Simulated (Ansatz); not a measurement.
```yaml
atoms:
  - { symbol: C, position_ang: [0.1304, -2.0191, 1.4203] }
  - { symbol: C, position_ang: [0.1420, -1.0557, 0.2803] }
  - { symbol: C, position_ang: [-0.8807, -0.9633, -0.5859] }
  - { symbol: C, position_ang: [-0.8037, 0.0401, -1.7027] }
  - { symbol: C, position_ang: [1.3386, -0.1549, 0.1082] }
  - { symbol: F, position_ang: [1.2015, -2.8462, 1.3468] }
  - { symbol: F, position_ang: [0.2318, -1.3513, 2.5966] }
  - { symbol: F, position_ang: [1.9028, 0.1314, -2.7144] }
  - { symbol: Si, position_ang: [0.9525, 0.7052, -1.5196] }
  - { symbol: H, position_ang: [-0.7847, -2.6358, 1.4478] }
  - { symbol: H, position_ang: [-1.7628, -1.6061, -0.4821] }
  - { symbol: H, position_ang: [-1.5732, 0.8247, -1.5919] }
  - { symbol: H, position_ang: [-0.9800, -0.4232, -2.6887] }
  - { symbol: H, position_ang: [1.1016, 2.1853, -1.5406] }
  - { symbol: H, position_ang: [1.4333, 0.5396, 0.9603] }
  - { symbol: H, position_ang: [2.2739, -0.7381, 0.0734] }
```

Geometry: PBE0-D3(BJ)/def2-SVP.

These are results of isolated molecule in a Gaussian basis; Kohn-Sham density functional theory, functional PBE0 (Ansatz 0.2.0), not measurements.

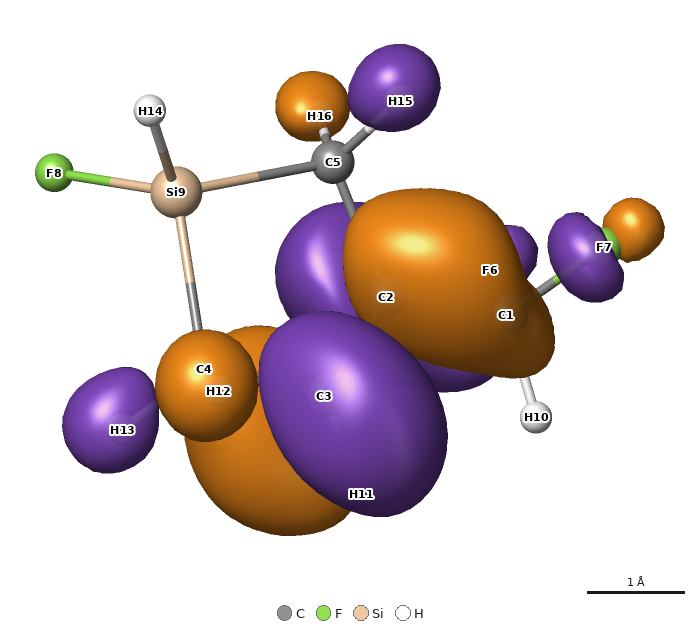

C$_{5}$H$_{7}$F$_{3}$Si. The LUMO at ±0.1 Å⁻³ᐟ² (orange and purple are the two phases), seen at an oblique angle.

Q: Describe this orbital and give its energy.

A: Its weight (Hirshfeld) is mainly on C3 (about 35 %), C2 (about 30 %) and C1 (about 5 %); π-antibonding (π*) across C3–C2. Its energy is −0.47 eV.
